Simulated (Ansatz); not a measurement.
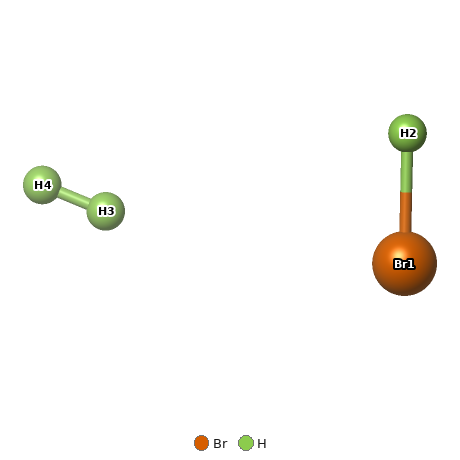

Interaction curve of the pair BrH (A) and H₂ (B), SMILES Br.[H][H], from the arrangement drawn (closest contact, H···H pairs aside, Br1···H3 3.30 Å; others can bind more strongly), without the energy that it costs to deform the partners. The Ansatz code, def2-TZVPPD, cores frozen in correlated methods. Fragment B of a pair is moved rigidly from the minimum (PBE0-D4/def2-TZVP) along the line between the fragments' mean atom positions; interaction energies with counterpoise. On heavy atoms the filled d shell below the valence is correlated. Straight lines join the computed points.

Methods: CCSD(T), PBE-D4, HF, B3LYP-D4, MP2 and ωB97M-V.

Which curve follows CCSD(T) best, and which worst?

Best MP2, worst HF; largest departures, offsets in depth included: MP2 0.03, B3LYP-D4 0.09, ωB97M-V 0.15, PBE-D4 0.44, HF 0.70 kcal/mol. CCSD(T) is in the same finite basis, not at its limit.

What values does the calculation give?

In kcal/mol:
| shift of fragment B (Å) | CCSD(T) | PBE-D4 | HF | B3LYP-D4 | MP2 | ωB97M-V |
| --- | --- | --- | --- | --- | --- | --- |
| −0.33 | 0.13 | −0.32 | 0.83 | 0.03 | 0.09 | −0.02 |
| −0.17 | −0.09 | −0.44 | 0.45 | −0.13 | −0.11 | −0.18 |
| 0.00 | −0.18 | −0.47 | 0.22 | −0.20 | −0.20 | −0.24 |
| 0.17 | −0.22 | −0.45 | 0.09 | −0.20 | −0.23 | −0.25 |
| 0.40 | −0.21 | −0.39 | 0.00 | −0.18 | −0.22 | −0.23 |
| 0.83 | −0.16 | −0.25 | −0.04 | −0.10 | −0.16 | −0.16 |
| 1.65 | −0.07 | −0.09 | −0.03 | −0.03 | −0.07 | −0.07 |
| 3.30 | −0.02 | −0.01 | −0.01 | 0.00 | −0.02 | −0.01 |

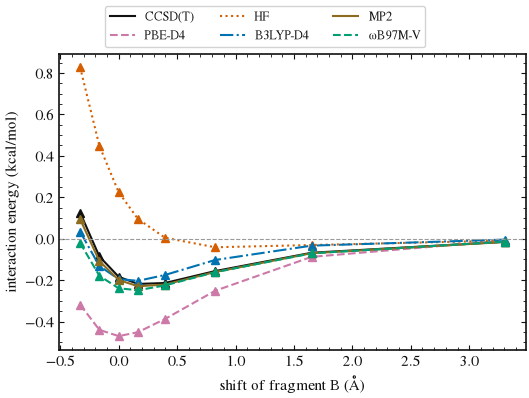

Known limits of this run: no scalar relativity up to krypton.
